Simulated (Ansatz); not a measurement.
The figure comes from a scan of PbTe (rock salt): one Pb atom of a 2-atom cell moves by s along Cartesian [111], with its periodic images. Computed with PBE (plane waves to 420 eV, PAW, scalar-relativistic; Ansatz, a first-principles code). k mesh 7×7×7 (Γ-centred), Fermi-Dirac smearing 0.05 eV. F∥ is the force on the atom along that direction. PbTe was relaxed with its symmetry unable to fall. Spin-orbit coupling is left out, though Pb and Te are heavy. The PAW data are Ansatz's earlier set. 

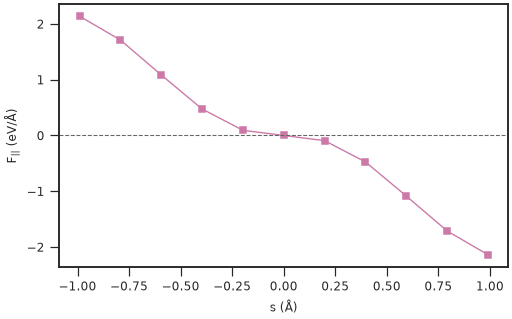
Fig. 1. F∥ (eV/Å) against s (Å); computed points joined by lines.

Task: Turn the plot into a table (rounded to what can be read).

Result: To the nearest 0.1:

| s (Å) | F∥ (eV/Å) |
|---|---|
| -0.990 | 2.1 |
| -0.792 | 1.7 |
| -0.594 | 1.1 |
| -0.396 | 0.5 |
| -0.198 | 0.1 |
| 0.000 | 0.0 |
| 0.198 | -0.1 |
| 0.396 | -0.5 |
| 0.594 | -1.1 |
| 0.792 | -1.7 |
| 0.990 | -2.1 |

(A displaced cell: forces are minus the slopes of the energy, force constants its curvatures, and phonons follow from these.)
